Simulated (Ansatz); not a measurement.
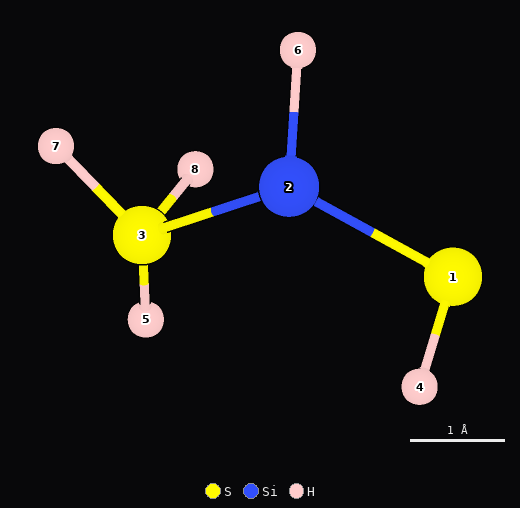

Fig. 1: The starting structure (ball-and-stick view, seen at a tilt; atoms are numbered from 1 in the order of the input). Bond lengths as drawn: H–S 1.35 to 1.36 Å, H–Si 1.47 Å and S–Si 2.08 to 2.34 Å.

Run report: SiH₅S₂ (charge +1), geometry relaxation

System: SiH₅S₂, charge +1.
Method: RKS PBE-D4/def2-SVP (Ansatz 0.2.0).

Figures and captions count atoms from 1; the log counts them from 0 in places.

### The program's output
```
Functional definition: PBE
  name "PBE"
  cite "Perdew, Burke & Ernzerhof, Phys. Rev. Lett. 77, 3865 (1996) doi:10.1103/PhysRevLett.77.3865"
  parent pbe
  parameter kappa = 0.804
  parameter beta = 0.06672455060314922
  exchange = pbe_x(kappa = kappa, mu = beta*pi^2/3)
  correlation = pbe_c(beta = beta)
896 factors; their error is unknown
mean field evaluation 1: about -29591.3987 eV, gradient 3.0e1 eV
mean field evaluation 2: about -29519.8547 eV, gradient 9.9e1 eV
mean field evaluation 4: about -29586.3466 eV, gradient 3.3e1 eV
mean field evaluation 8: about -29595.2267 eV, gradient 3.4e0 eV
mean field evaluation 16: about -29595.2425 eV, gradient 1.0e-3 eV
mean field -29595.24251679 eV, -1087.6051021160 hartree, gradient 4.8e-5 eV, S^2 0.000000; 1 other end points of the search recorded, 0 dependent functions left out
the calculation of the forces begins
reference -29595.24254915 eV, -1087.6051033054 hartree; 25, 25 occupied and 54, 54 virtual orbitals, 896 factors
relax step   1: F+E_penalty+E_count = -29595.42306532 eV  Δ(F+E_penalty+E_count) = +0.000e0 eV  max|allowed force component| = 3.156e0 eV/Å  Δτ_max = 0.0000 Å  (78 SCF iters, accepted)
these checks for a lower state are left out or cut short: starts, cluster_reference, orbital_swaps, neighbouring_geometries, increment
896 factors; their error is unknown
mean field evaluation 32: about -29596.2361 eV, gradient 1.1e1 eV
mean field -29596.53968544 eV, -1087.6527721848 hartree, gradient 1.3e-5 eV, S^2 0.000000; 1 other end points of the search recorded, 0 dependent functions left out
[... from here on the field's lines of each further geometry are left out, up to the last ...]
relax step   2: F+E_penalty+E_count = -29596.71797129 eV  Δ(F+E_penalty+E_count) = -1.295e0 eV  max|allowed force component| = 1.649e0 eV/Å  Δτ_max = 0.1946 Å  (43 SCF iters, accepted)
relax step   3: F+E_penalty+E_count = -29597.32709010 eV  Δ(F+E_penalty+E_count) = -6.091e-1 eV  max|allowed force component| = 8.913e-1 eV/Å  Δτ_max = 0.1950 Å  (34 SCF iters, accepted)
relax step   4: F+E_penalty+E_count = -29597.65198462 eV  Δ(F+E_penalty+E_count) = -3.249e-1 eV  max|allowed force component| = 1.026e0 eV/Å  Δτ_max = 0.1949 Å  (29 SCF iters, accepted)
relax step   5: F+E_penalty+E_count = -29597.81308031 eV  Δ(F+E_penalty+E_count) = -1.611e-1 eV  max|allowed force component| = 3.876e-1 eV/Å  Δτ_max = 0.2000 Å  (28 SCF iters, accepted)
relax step   6: F+E_penalty+E_count = -29597.85140700 eV  Δ(F+E_penalty+E_count) = -3.833e-2 eV  max|allowed force component| = 5.835e-1 eV/Å  Δτ_max = 0.2000 Å  (33 SCF iters, accepted)
relax step   7: F+E_penalty+E_count = -29597.90915592 eV  Δ(F+E_penalty+E_count) = -5.775e-2 eV  max|allowed force component| = 3.838e-1 eV/Å  Δτ_max = 0.1944 Å  (28 SCF iters, accepted)
relax step   8: F+E_penalty+E_count = -29597.95196636 eV  Δ(F+E_penalty+E_count) = -4.281e-2 eV  max|allowed force component| = 6.129e-1 eV/Å  Δτ_max = 0.1944 Å  (33 SCF iters, accepted)
relax step   9: F+E_penalty+E_count = -29597.98763854 eV  Δ(F+E_penalty+E_count) = -3.567e-2 eV  max|allowed force component| = 8.210e-1 eV/Å  Δτ_max = 0.1904 Å  (27 SCF iters, accepted)
relax step  10: F+E_penalty+E_count = -29598.01757464 eV  Δ(F+E_penalty+E_count) = -2.994e-2 eV  max|allowed force component| = 1.014e0 eV/Å  Δτ_max = 0.1664 Å  (32 SCF iters, accepted)
relax step  11: F+E_penalty+E_count = -29598.11393101 eV  Δ(F+E_penalty+E_count) = -9.636e-2 eV  max|allowed force component| = 6.654e-1 eV/Å  Δτ_max = 0.1997 Å  (32 SCF iters, accepted)
relax step  12: F+E_penalty+E_count = -29598.15290498 eV  Δ(F+E_penalty+E_count) = -3.897e-2 eV  max|allowed force component| = 2.816e-1 eV/Å  Δτ_max = 0.1998 Å  (27 SCF iters, accepted)
relax step  13: F+E_penalty+E_count = -29598.18394620 eV  Δ(F+E_penalty+E_count) = -3.104e-2 eV  max|allowed force component| = 7.070e-1 eV/Å  Δτ_max = 0.1928 Å  (31 SCF iters, accepted)
relax step  14: F+E_penalty+E_count = -29598.22950377 eV  Δ(F+E_penalty+E_count) = -4.556e-2 eV  max|allowed force component| = 9.879e-2 eV/Å  Δτ_max = 0.1999 Å  (31 SCF iters, accepted)
relax step  15: F+E_penalty+E_count = -29598.23669112 eV  Δ(F+E_penalty+E_count) = -7.187e-3 eV  max|allowed force component| = 1.055e-1 eV/Å  Δτ_max = 0.0980 Å  (27 SCF iters, accepted)
relax step  16: F+E_penalty+E_count = -29598.23845296 eV  Δ(F+E_penalty+E_count) = -1.762e-3 eV  max|allowed force component| = 1.249e-2 eV/Å  Δτ_max = 0.0225 Å  (27 SCF iters, accepted)
the calculation of the forces begins
reference -29598.09589611 eV, -1087.7099618721 hartree; 25, 25 occupied and 54, 54 virtual orbitals, 896 factors
relax step  17: F+E_penalty+E_count = -29598.23883848 eV  Δ(F+E_penalty+E_count) = -3.855e-4 eV  max|allowed force component| = 8.607e-3 eV/Å  Δτ_max = 0.0393 Å  (27 SCF iters, accepted)
896 factors; their error is unknown
mean field evaluation 160: about -29598.0956 eV, gradient 4.1e0 eV
```

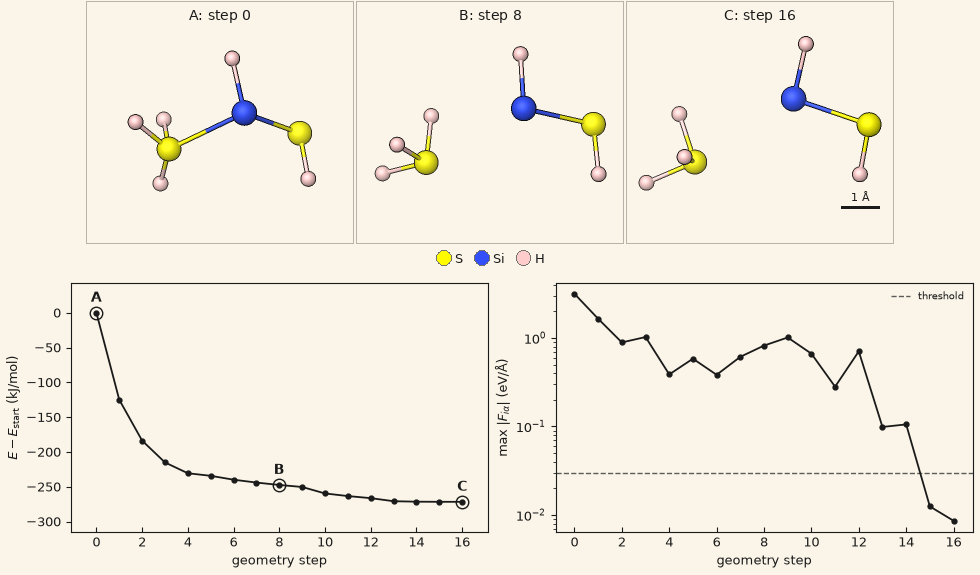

Fig. 2: Frames of the relaxation (ball-and-stick view, seen at a tilt) above the curves, on which the letters mark them (the first geometry is step 0 here and step 1 in the log).

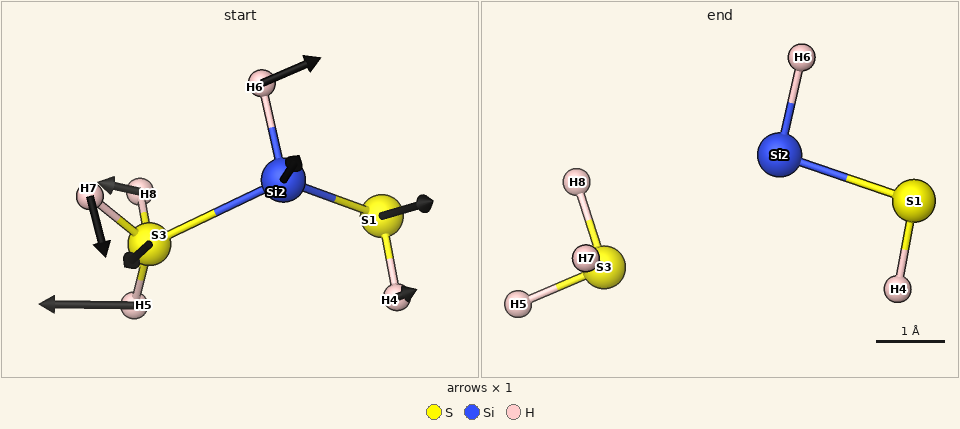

Fig. 3: Before (left) and after (right) the relaxation, at one scale (ball-and-stick view, seen at a tilt). The black arrows give the displacements, at true length. The energy falls by 271.7 kJ/mol in 16 geometry steps. Largest force component: 3.2 eV/Å at the start, 0.0086 eV/Å at the end. The largest move after the best rigid fit is that of H5, 1.43 Å. By element the largest moves are H 1.43 Å, S 1.28 Å, Si 0.67 Å. Among the contacts that change: Si2–S3 2.337 → 3.225 Å, S3–H5 1.360 → 1.413 Å, Si2–H6 1.472 → 1.524 Å, S1–Si2 2.079 → 2.109 Å. Bonds break: Si2–S3 (2.34 → 3.22 Å). Among the angles that change: H5–S3–H7 129.7° → 92.6°, S1–Si2–H6 112.5° → 95.3°, H5–S3–H8 77.3° → 92.5°. (Atoms are counted from 1 in the order of the input.)

```
mean field -29598.09586276 eV, -1087.7099606466 hartree, gradient 9.8e-6 eV, S^2 0.000000; 1 other end points of the search recorded, 0 dependent functions left out
the calculation of the forces begins
reference -29598.09589611 eV, -1087.7099618721 hartree; 25, 25 occupied and 54, 54 virtual orbitals, 896 factors
Total energy: -29598.23887183 eV, -1087.7152161329 hartree
Atom 0 at    -2.046798     1.581547    -0.947379 Å, force    -0.005249    -0.004219    -0.006442 eV/Å
Atom 1 at    -0.601763     0.800166     0.374880 Å, force     0.003839     0.004395    -0.001229 eV/Å
Atom 2 at     0.732397    -2.135485     0.327968 Å, force     0.006537     0.008607    -0.003397 eV/Å
Atom 3 at    -2.099623     0.515923    -1.803150 Å, force     0.002510     0.003491     0.006321 eV/Å
Atom 4 at     1.506405    -3.310661     0.451358 Å, force    -0.002936    -0.008245     0.001682 eV/Å
Atom 5 at    -0.586425     2.012470     1.297714 Å, force    -0.003698     0.001774     0.001512 eV/Å
Atom 6 at     1.813464    -1.387732    -0.053145 Å, force    -0.002280    -0.001375    -0.001055 eV/Å
Atom 7 at     0.860710    -1.839042     1.657897 Å, force     0.001277    -0.004427     0.002608 eV/Å
Dipole moment:     1.146019    -1.445878     0.337998 e Å
```

### Trajectory as extended XYZ (Å, eV, eV/Å), 13 of the 17 frames kept, from step=1 to step=17
```
8
Properties=species:S:1:pos:R:3:forces:R:3 step=1 energy=-29595.42306
S    -2.1108    0.4714   -0.3582   -0.8299   0.0791   0.7784
Si   -0.0666    0.7606   -0.1122    0.4835   2.8038  -1.6485
S     0.8491   -1.3688    0.1829   -0.3390  -0.0251  -1.4342
H    -2.0109    0.2077   -1.6765    0.0355  -0.1921  -0.4641
H     0.3014   -2.6025    0.0162   -0.0550  -3.1557  -0.1012
H     0.2615    1.4054    1.1700   -0.6518  -0.0638   1.3004
H     2.0523   -1.0196    0.6917    1.7167  -0.4024   0.6161
H     0.3025   -1.6169    1.3922   -0.3600   0.9562   0.9530
8
Properties=species:S:1:pos:R:3:forces:R:3 step=2 energy=-29596.71797
S    -2.1026    0.5121   -0.3357   -0.0247   0.1491   0.2138
Si   -0.0201    0.9204   -0.1953    0.0454   1.6490  -0.1815
S     0.8377   -1.4211    0.1270   -0.5664  -0.3257  -0.2367
H    -2.0158    0.1960   -1.6582   -0.1023  -0.0663  -0.1217
H     0.3837   -2.7735    0.0592    0.8319  -0.9516   0.3970
H     0.1409    1.3670    1.2645   -0.5114  -0.1868   0.1505
H     2.0890   -1.1061    0.6530    0.3212  -0.8820   0.0014
H     0.2656   -1.4576    1.3917    0.0063   0.6142  -0.2228
8
Properties=species:S:1:pos:R:3:forces:R:3 step=4 energy=-29597.65199
S    -2.0874    0.6015   -0.3220    0.1198   0.1116  -0.0994
Si   -0.0282    1.1729   -0.2119   -0.1023   0.2373   0.2152
S     0.8006   -1.5151    0.0553    0.2024  -1.0256   0.4680
H    -2.0515    0.2365   -1.6452   -0.0756   0.0941   0.0790
H     0.6754   -2.9603    0.2328    0.3392   0.6991   0.1337
H    -0.0498    1.4060    1.3178   -0.2062   0.0795  -0.1049
H     2.0977   -1.3922    0.5693   -0.4060  -0.2351  -0.2628
H     0.2216   -1.3121    1.3101    0.1286   0.0392  -0.4288
8
Properties=species:S:1:pos:R:3:forces:R:3 step=5 energy=-29597.81308
S    -2.1190    0.6404   -0.3511    0.0091   0.2350  -0.1364
Si   -0.0619    1.1864   -0.1572   -0.1040   0.0908  -0.1750
S     0.8733   -1.6541    0.0380    0.0077  -0.2557   0.3876
H    -2.1465    0.4012   -1.7071    0.1046  -0.0519   0.2056
H     0.7603   -3.0281    0.3800    0.1845   0.2270   0.0498
H    -0.2093    1.5108    1.3322   -0.0966  -0.0597   0.1235
H     2.1711   -1.5391    0.5143   -0.2056  -0.0629  -0.1457
H     0.3103   -1.2803    1.2571    0.1003  -0.1226  -0.3094
8
Properties=species:S:1:pos:R:3:forces:R:3 step=6 energy=-29597.85141
S    -2.1366    0.8380   -0.3767   -0.2469  -0.3596  -0.5835
Si   -0.0859    1.2301   -0.1380    0.3332  -0.1698   0.2319
S     0.8200   -1.7480    0.0167    0.0905  -0.0989   0.3340
H    -2.0259    0.3157   -1.6591   -0.1947   0.3383   0.3315
H     0.8589   -3.0792    0.5010    0.0995   0.1829  -0.0725
H    -0.2950    1.4792    1.3651    0.0727   0.2241  -0.0012
H     2.1337   -1.5002    0.3750   -0.2018  -0.0251  -0.1041
H     0.3092   -1.2986    1.2222    0.0475  -0.0920  -0.1362
8
Properties=species:S:1:pos:R:3:forces:R:3 step=8 energy=-29597.95197
S    -2.2484    1.0334   -0.4760    0.4794   0.0003  -0.3324
Si   -0.1279    1.0676   -0.1280   -0.6129  -0.0673   0.1336
S     0.8603   -1.8833    0.0954    0.2232  -0.0639   0.3768
H    -2.2205    0.6217   -1.7960    0.0033   0.0844   0.3142
H     1.0864   -3.1725    0.6469    0.0088   0.1828  -0.1279
H    -0.3612    1.4869    1.3425    0.1081  -0.0001  -0.1401
H     2.1776   -1.5051    0.3042   -0.3120  -0.0153  -0.0681
H     0.4120   -1.4115    1.3170    0.1020  -0.1208  -0.1562
8
Properties=species:S:1:pos:R:3:forces:R:3 step=9 energy=-29597.98764
S    -2.3090    1.1965   -0.5532    0.7416  -0.0389   0.0156
Si   -0.1924    1.0094   -0.1256   -0.8210  -0.0834   0.0519
S     0.8762   -1.9431    0.1457    0.2482  -0.1608   0.1961
H    -2.2821    0.7125   -1.8382    0.0406   0.0591   0.1069
H     1.1957   -3.2204    0.6899   -0.0075   0.2278  -0.1540
H    -0.3768    1.4756    1.3362    0.0283   0.0472  -0.1712
H     2.1819   -1.5002    0.2664   -0.2827  -0.0253  -0.0328
H     0.4850   -1.4931    1.3849    0.0524  -0.0257  -0.0126
8
Properties=species:S:1:pos:R:3:forces:R:3 step=10 energy=-29598.01758
S    -2.3456    1.3531   -0.5957    0.9708  -0.2304  -0.0184
Si   -0.2660    0.9090   -0.1383   -1.0138   0.1604   0.1258
S     0.8889   -1.9998    0.1911    0.2489  -0.1833   0.2071
H    -2.3079    0.8215   -1.8573   -0.0967   0.0549   0.0053
H     1.2969   -3.2506    0.7385   -0.0108   0.2128  -0.1683
H    -0.4287    1.4474    1.2968    0.1314   0.0253  -0.0992
H     2.1762   -1.4961    0.2233   -0.2557  -0.0424  -0.0277
H     0.5646   -1.5475    1.4477    0.0259   0.0027  -0.0246
8
Properties=species:S:1:pos:R:3:forces:R:3 step=12 energy=-29598.15290
S    -2.2892    1.5614   -0.7503    0.2638  -0.0648  -0.0784
Si   -0.4531    0.8933    0.0884   -0.2816  -0.1332  -0.0790
S     0.8804   -2.2030    0.2596    0.0046   0.1950   0.2108
H    -2.2742    0.7997   -1.8913   -0.0019   0.0074   0.1080
H     1.5214   -3.3705    0.7182    0.0211   0.0454  -0.1171
H    -0.5816    1.8144    1.2949    0.0515   0.0575   0.0531
H     2.0594   -1.5273    0.0460   -0.0982  -0.0536   0.0337
H     0.7153   -1.7308    1.5407    0.0407  -0.0537  -0.1310
8
Properties=species:S:1:pos:R:3:forces:R:3 step=13 energy=-29598.18395
S    -2.2088    1.6359   -0.8279    0.4685  -0.5886  -0.2461
Si   -0.5443    0.7582    0.1914   -0.4742   0.7070   0.1442
S     0.8340   -2.1669    0.2959    0.1335   0.0917   0.2319
H    -2.2417    0.7311   -1.8784   -0.0847   0.2816   0.3192
H     1.5282   -3.3558    0.6245    0.0006   0.0977  -0.0546
H    -0.5641    1.8726    1.2792    0.1013  -0.3800  -0.2256
H     1.9953   -1.4793    0.0085   -0.2030  -0.0980   0.0713
H     0.7798   -1.7586    1.6129    0.0580  -0.1113  -0.2403
8
Properties=species:S:1:pos:R:3:forces:R:3 step=14 energy=-29598.22950
S    -2.0525    1.6553   -0.9510   -0.0553  -0.0988   0.0272
Si   -0.6073    0.7646    0.3026   -0.0775   0.0596   0.0516
S     0.7766   -2.1532    0.3340   -0.0872  -0.0381  -0.0500
H    -2.2190    0.6095   -1.8187    0.0756   0.0501  -0.0299
H     1.5418   -3.3251    0.5159    0.0209  -0.0069   0.0159
H    -0.5862    1.9257    1.2932    0.0749   0.0030  -0.0408
H     1.8725   -1.4208   -0.0276    0.0301   0.0407  -0.0106
H     0.8523   -1.8187    1.6576    0.0185  -0.0096   0.0365
8
Properties=species:S:1:pos:R:3:forces:R:3 step=16 energy=-29598.23845
S    -2.0602    1.5983   -0.9448   -0.0015   0.0019  -0.0010
Si   -0.6084    0.7941    0.3560    0.0125  -0.0026   0.0049
S     0.7421   -2.1408    0.3326    0.0025  -0.0037   0.0045
H    -2.1237    0.5450   -1.8142    0.0007  -0.0078  -0.0018
H     1.5158   -3.3152    0.4647   -0.0021  -0.0089  -0.0035
H    -0.5812    1.9955    1.2924   -0.0051   0.0074   0.0050
H     1.8264   -1.3957   -0.0434    0.0025   0.0083  -0.0095
H     0.8675   -1.8440    1.6629   -0.0095   0.0053   0.0013
8
Properties=species:S:1:pos:R:3:forces:R:3 step=17 energy=-29598.23884
S    -2.0468    1.5815   -0.9474   -0.0052  -0.0042  -0.0064
Si   -0.6018    0.8002    0.3749    0.0038   0.0044  -0.0012
S     0.7324   -2.1355    0.3280    0.0065   0.0086  -0.0034
H    -2.0996    0.5159   -1.8032    0.0025   0.0035   0.0063
H     1.5064   -3.3107    0.4514   -0.0029  -0.0082   0.0017
H    -0.5864    2.0125    1.2977   -0.0037   0.0018   0.0015
H     1.8135   -1.3877   -0.0531   -0.0023  -0.0014  -0.0011
H     0.8607   -1.8390    1.6579    0.0013  -0.0044   0.0026
```

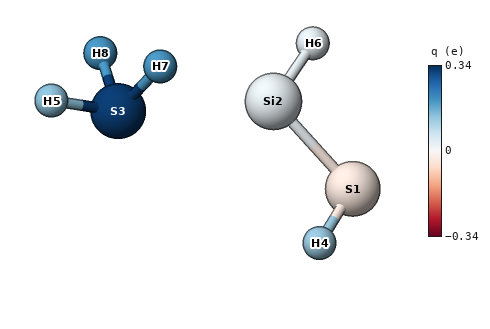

Fig. 4: Mulliken charges, as the colour of each atom (ball-and-stick view, seen at a tilt; atoms are numbered from 1 in the order of the input). By element: S −0.03 to +0.32, Si +0.03 and H +0.03 to +0.20 e.

The run was set up as follows.

### Input
```yaml
crystal:
  periodic: [false, false, false]
  atoms:
    - {symbol: S, position_ang: [-2.110810, 0.471357, -0.358232]}
    - {symbol: Si, position_ang: [-0.066640, 0.760568, -0.112203]}
    - {symbol: S, position_ang: [0.849057, -1.368820, 0.182949]}
    - {symbol: H, position_ang: [-2.010868, 0.207715, -1.676473]}
    - {symbol: H, position_ang: [0.301429, -2.602472, 0.016198]}
    - {symbol: H, position_ang: [0.261459, 1.405382, 1.169996]}
    - {symbol: H, position_ang: [2.052262, -1.019605, 0.691718]}
    - {symbol: H, position_ang: [0.302479, -1.616938, 1.392188]}
basis:
  gaussian: {orbitals: def2-SVP}
total_charge: 1
hamiltonian: {xc: pbe, dispersion: d4}
relax: {f_tol: 0.03, max_steps: 250}
```

Run as:
```bash
ansatz run in.yaml --threads 2 --pin off --events-out ev --progress --plain --max-ram 4352MiB
```

### Results in brief

| quantity | value |
| --- | --- |
| outcome | converged |
| total energy | −29598.2389 eV |
| mean-field energy | −29598.0959 eV |
| dispersion energy | −0.1430 eV |
| SCF solution under orbital rotations | stable |
| largest force (length of the vector) at the end | 0.011 eV/Å |
| hardware | 2 threads of Arm Neoverse V1, 23 GiB of memory available, shared host |
| wall time | 22 s (CPU time 41 s) |
| peak memory | 0.17 GiB |
